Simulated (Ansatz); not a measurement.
The parent structure is WC (space group P-6m2, No. 187; a = 2.912 Å, c = 2.836 Å).

Structures relaxed with DFT with r2SCAN, PAW potentials and a 500 eV plane-wave cutoff in Ansatz (a quantum-chemistry and plane-wave program), scalar-relativistic without spin-orbit coupling.

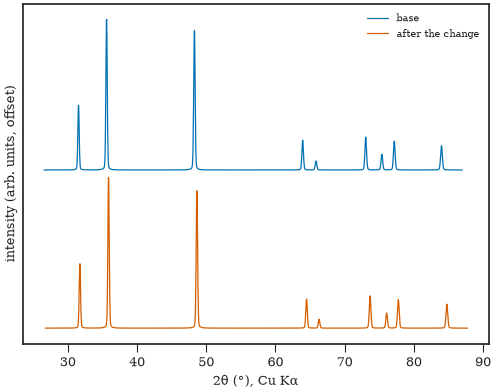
Figure. Simulated powder patterns before (top) and after one change

Task: Which of these changes matches the shifts?
(A) pressure 9 GPa
(B) pressure −2 GPa
(C) pressure −1 GPa
(D) pressure 2.1 GPa

Result: A, pressure 9 GPa. Its volume per atom is 10.19 Å³ against 10.42 Å³, and its space group is P-6m2 (No. 187).

Load acts through the strain it causes; cell and atoms are relaxed under it. Whether these cells are dynamically stable was not tested. Competing high-pressure phases were not computed. The final runs are not spin-polarised.
